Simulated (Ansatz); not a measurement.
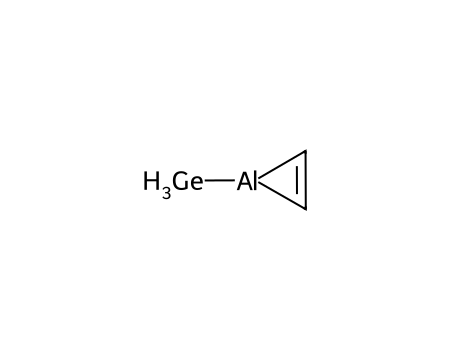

A structural formula.

Write the SMILES.

[GeH3][Al]1[CH]=[CH]1

What is the molecular formula?

C2H5AlGe.

The parts below concern this one geometry. Atoms keep their numbers from picture to picture. Computed geometry: PBE0-D4/def2-TZVP optimisation.

Geometry

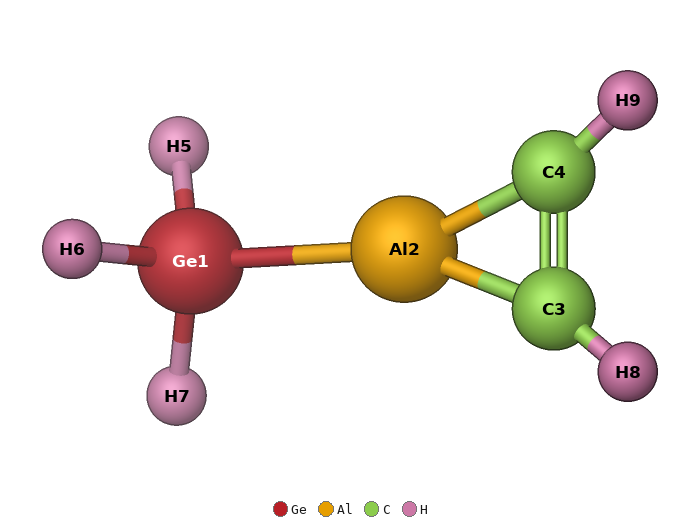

Numbered structure.

Estimate the angles Al2–Ge1–H6, Al2–Ge1–H5, Ge1–Al2–C3, C3–Al2–C4, Al2–C3–C4, Al2–C3–H8, C4–C3–H8.

```
     angle  degrees
Al2–Ge1–H6    109.7
Al2–Ge1–H5    111.3
Ge1–Al2–C3    158.5
 C3–Al2–C4     43.0
 Al2–C3–C4     68.5
 Al2–C3–H8    163.3
  C4–C3–H8    128.2
```

Vibrations

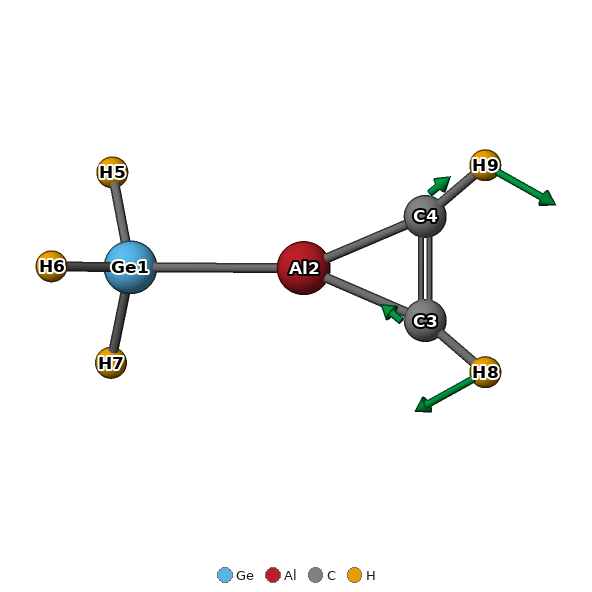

The arrows show one normal mode. Harmonic vibrations computed with RKS PBE0-D4/def2-TZVP (Ansatz 0.2.0) at a stationary point of the same level.

At what wavenumber does it lie?

684 cm⁻¹; it is mode 8 of 21 counted from the lowest.

Dipole moment

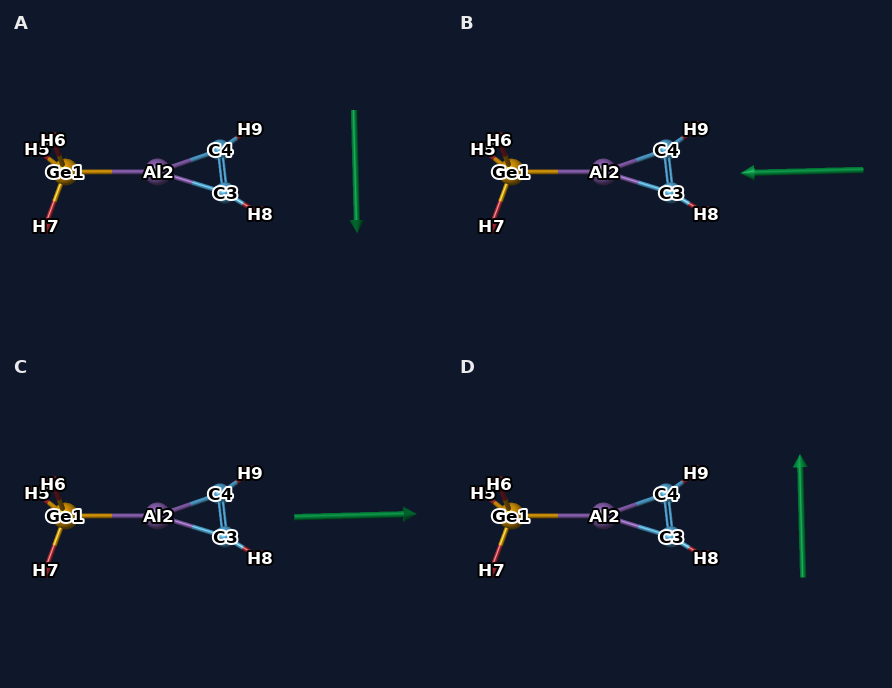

The same molecule four times, each with an arrow. Level of theory: RKS ωB97M-V/def2-TZVPP (Ansatz 0.2.0).

Which arrow points along the dipole moment, from the negative to the positive end?

B. The dipole moment is 0.97 D; it points from the side of H8, H9 to the side of H5, H6, H7 (the outermost atoms at the two ends).

Charges

The questions are on Mulliken charges. Properties computed with RKS r2SCAN-D4/def2-TZVPP (Ansatz 0.2.0).

List the Mulliken charges.

| atom | value (e) |
| --- | --- |
| Ge1 | −0.13 |
| Al2 | 0.53 |
| C3 | −0.25 |
| C4 | −0.25 |
| H5 | 0.00 |
| H6 | 0.00 |
| H7 | 0.00 |
| H8 | 0.05 |
| H9 | 0.05 |

Mulliken values depend strongly on the basis set and can even reverse the polarity of a bond.
